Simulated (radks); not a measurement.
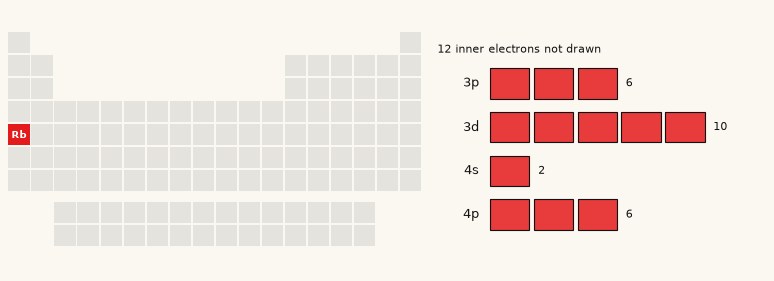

Left, the place of rubidium in the periodic table; right, the outer shells as the input fills them: a box for each of the 2l + 1 orbitals, shaded by the share of the shell that is filled, with the electron count at the right.

Atomic calculation for Rb⁺

- system: Rb⁺, configuration [Kr].
- method: Dirac Kohn-Sham, LDA (Slater exchange, Perdew-Wang correlation), spin-unpolarised, spherical densities, finite nucleus (radks)

Input:
```
Z 37
configuration [Kr]
relativity Dirac
functional lda,pw
spin unpolarised
j_filling energy
nucleus finite rms 4.2036 fm
c 137.035999084
mesh_step 0.2
max_iterations 80
```

Energies in input and log are in hartree, lengths in bohr (the nuclear radius in fm).

The run was one of a batch that the task file lists, launched with:
```bash
python <driver script> task.json out
```

Output:
```
Etot 640283059547.1086
Ekin -3335594089.65118
Encl -268768064.3622614
Eh 644059668801.6511
Exc -172247100.52908257
err 490704689.7351466
it 4
```

What the run reported:

- outcome: not converged
- total energy: 640283059547.1086 hartree
- kinetic energy: −3335594089.6512 hartree
- electron–nucleus energy: −268768064.3623 hartree
- Hartree energy: 644059668801.6511 hartree
- exchange–correlation energy: −172247100.5291 hartree
- SCF iterations: 4
- hardware: 1 thread of Arm Neoverse N1, 69 GiB of memory available, shared host

Diagnosis:

A numerical setting was moved from its usual value: mesh step h = 0.2. The run did not meet its convergence test in 4 iterations, so its last values are not results.
